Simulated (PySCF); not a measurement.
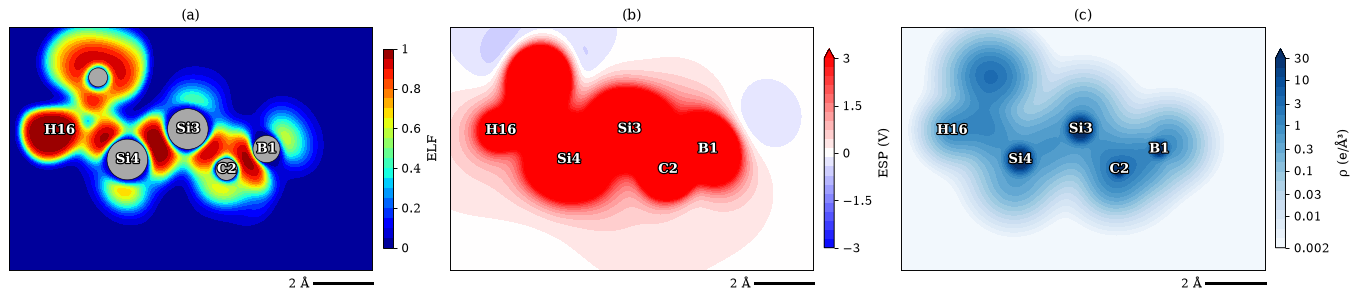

C$_{2}$H$_{9}$BCl$_{2}$Si$_{2}$. (a) ELF; (b) electrostatic potential; (c) electron density on the plane of atoms B1, C2 and Si3. Grey discs cover the atomic cores in the ELF map.

Geometry: GFN2-xTB.

Level of theory: CAM-B3LYP/def2-SVPD, SCF density, gas phase (PySCF 2.14.0).

The calculation's input:

```
{"job": {"kind": "uv", "xc": "CAM-B3LYP", "basis": "def2-SVPD", "nstates": 8, "ntriplets": 3}, "charge": 0, "multiplicity": 1}
B     -3.167455     0.429530     0.452348
C     -1.992754    -0.502739     0.084265
Si    -0.386160     0.535317     0.252618
Si     1.391541    -0.864529    -0.304490
Cl     1.889076    -2.134794     1.188571
C      2.944110     0.222435    -0.619471
Cl     3.045781     1.477872     0.650410
H     -3.678926     1.085353    -0.370681
H     -3.524227     0.521922     1.562668
H     -1.880415    -1.360699     0.746634
H     -2.021796    -0.873297    -0.939965
H     -0.425164     1.681070    -0.670163
H     -0.281691     1.083385     1.612296
H      1.303096    -1.706670    -1.509081
H      2.899767     0.749269    -1.568841
H      3.877617    -0.334482    -0.578528
```

Command:

```sh
OMP_NUM_THREADS=1 python probes_run.py task.json out
```

Q: Describe what can be read from this map.

A: The plane passes through B, C, Si and H nuclei. C–B (1.54 Å): the density is about 1.5 e/Å³ at the midpoint; the ELF peaks at about 0.95 between the atoms, as expected for a covalent bond. C–Si (1.92 Å): ρ at the midpoint is about 0.85 e/Å³; the ELF peaks at about 0.95 between the atoms; localised, covalent bonding. Si–Si (2.33 Å): ρ at the midpoint is about 0.68 e/Å³; the ELF peaks at about 1 between the atoms, as expected for localised, covalent bonding. The ELF also peaks beside Cl7, away from the bonds: lone-pair regions. Outside the dense part of the molecule the potential is most negative (−0.6 V) near Cl7, which lies off the plane.
